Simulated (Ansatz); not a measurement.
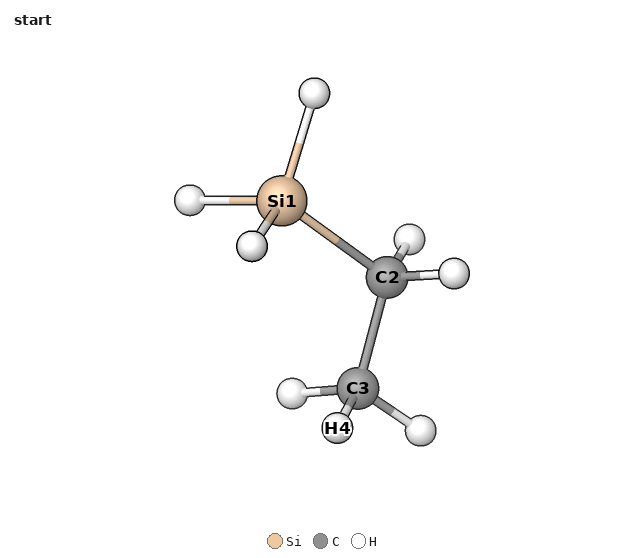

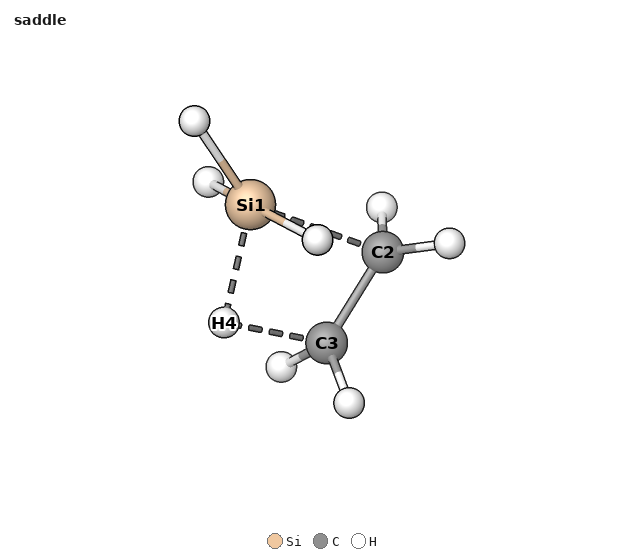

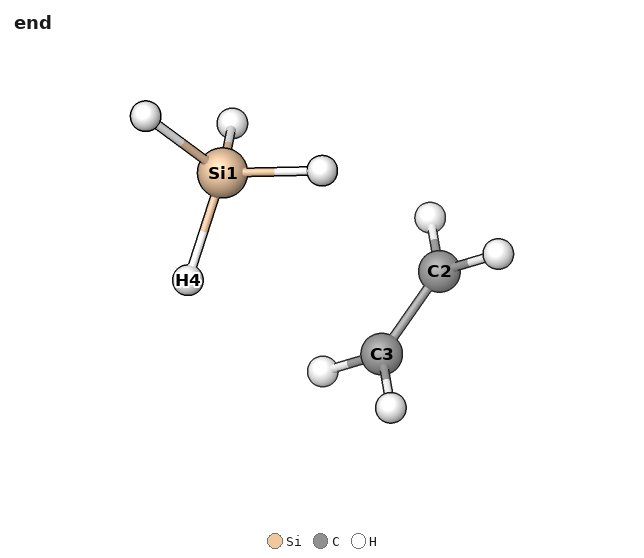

A saddle point and the two end points reached downhill from it. Broken sticks mark bonds that form or break. The species is neutral and a spin singlet. Geometries: PBE0-D4/def2-TZVP; all other levels are single points on them, and energies count from the start as drawn. Program: Ansatz 0.2.0. In CBS estimates cores are frozen, and CCSD(T) − MP2 is taken in the smaller basis.

Q: Which bonds form and which break from start to end?

A: Formed: Si1–H4; broken: Si1–C2, C3–H4. At the saddle point Si1···H4 is 1.60 Å, Si1···C2 is 2.19 Å, C3···H4 is 1.62 Å.

Give the electronic barrier and the reaction energy from start to end in kcal/mol (no zero-point energy) with CCSD(T)/CBS (MP2 limit from def2-TZVPP and def2-QZVPP plus CCSD(T) − MP2); RHF-CCSD(T) (frozen core)/def2-SVP; BHLYP-D4/def2-TZVPP; B2PLYP (frozen core)/def2-TZVPP; PBE-D4/STO-3G; ωB97X-V/def2-TZVPP.

```csv
level,barrier,reaction energy
CCSD(T)/CBS (MP2 limit from def2-TZVPP and def2-QZVPP plus CCSD(T) − MP2),83.4,+31.0
RHF-CCSD(T) (frozen core)/def2-SVP,88.1,+29.6
BHLYP-D4/def2-TZVPP,88.6,+31.4
B2PLYP (frozen core)/def2-TZVPP,83.3,+29.9
PBE-D4/STO-3G,115.9,+55.3
ωB97X-V/def2-TZVPP,85.3,+33.6
```
